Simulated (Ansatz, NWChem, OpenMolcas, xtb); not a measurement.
**Loss of C2H6: C3H6O2 → CO2 + C2H6**

Species: C3H6O2 `CCOC=O`, singlet; CO2 (carbon dioxide) `O=C=O`, singlet; C2H6 (ethane) `CC`, singlet. 

Shapes, held fixed at every level: PBE0-D4/def2-TZVP. Flexible molecules stand in one conformer, not always the lowest. Programs: Ansatz 0.2.0, NWChem 7.3.0, OpenMolcas 26.06, xtb 6.7.1. A level may come from different programs for different species; with the same settings they agree closely. Electronic energies: no zero-point or thermal term.

```tsv
level	kind	ΔE (kJ/mol)	less CCSD(T)/CBS estimate
GFN0-xTB	semi-empirical	-129.1	-52.7
PBE-D4/def2-TZVPP	GGA	-80.6	-4.2
B3LYP/6-31G* (Cartesian functions)	global hybrid	-77.2	-0.8
PBE0-D4/def2-TZVPP	global hybrid	-73.1	+3.3
wB97M-V/def2-TZVPP	range-separated hybrid	-75.0	+1.4
wB97X-V/def2-TZVPP	range-separated hybrid	-71.3	+5.1
B2PLYP/def2-TZVPP	double hybrid	-94.5	-18.1
MP2/def2-TZVPP	perturbation theory	-93.0	-16.6
CCSD(T)/CBS estimate	coupled cluster or CI	-76.4	0.0
```

The highest level, CCSD(T)/CBS estimate, gives ΔE = -76.4 kJ/mol; the levels span -129.1 to -71.3. The column of differences is taken from that level and isn't an error. No measured value is set beside it here. The CBS estimate extrapolates MP2 from def2-TZVPP and def2-QZVPP and adds CCSD(T) − MP2 in the triple-zeta set, cores frozen.

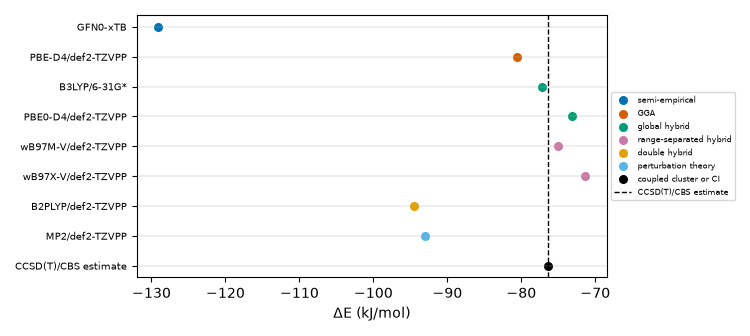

The values of the table, level by level.
